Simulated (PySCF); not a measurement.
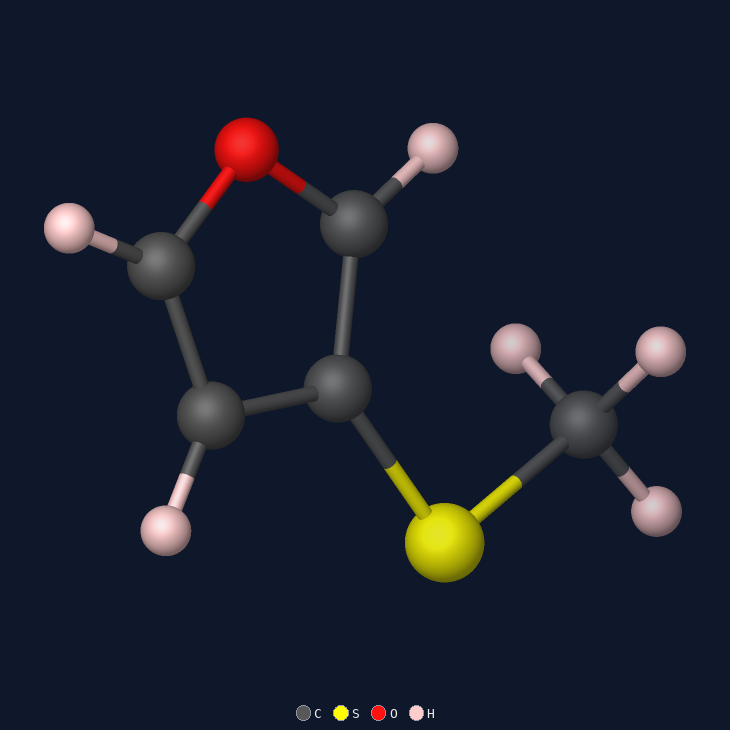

The computed structure is the end point of a GFN2-xTB optimisation. No frequency run is at hand to confirm it as a minimum. Properties computed with CAM-B3LYP/def2-SVPD, gas phase (PySCF 2.14.0). Excitations: vertical, linear response.

> Give the mean static polarisability at this level.

79.5 bohr³.

> Give the dipole moment at this level.

0.88 D.

> What is the HOMO energy (Kohn–Sham orbital)?

−7.29 eV.

> Estimate the brightest of the 8 lowest singlets.

6.71 eV.
